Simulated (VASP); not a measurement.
Band structure of CdI$_{2}$ (1T layered). Calculation: PBE GGA with D3 dispersion (zero damping), VASP's PBE PAW potentials (set 64) (plane waves; VASP).

Unless said otherwise, spin-orbit coupling is left out, though it shifts the bands of the heavy elements here.

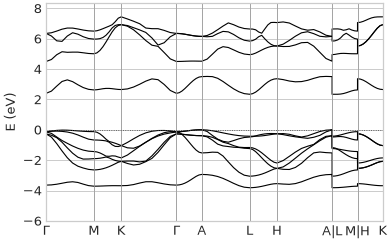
Figure. Bands along high-symmetry lines, zero at the valence-band maximum or, without a gap, the Fermi level

Task: Read the plot: is there a gap, and where are the band edges?

Result: The gap is indirect, 2.34 eV, from the valence maximum at A to the conduction minimum at L-M at 0.11. (Edges off the drawn lines would not show.)

The compound is CdI2 in the 1T layered structure. It was relaxed first.
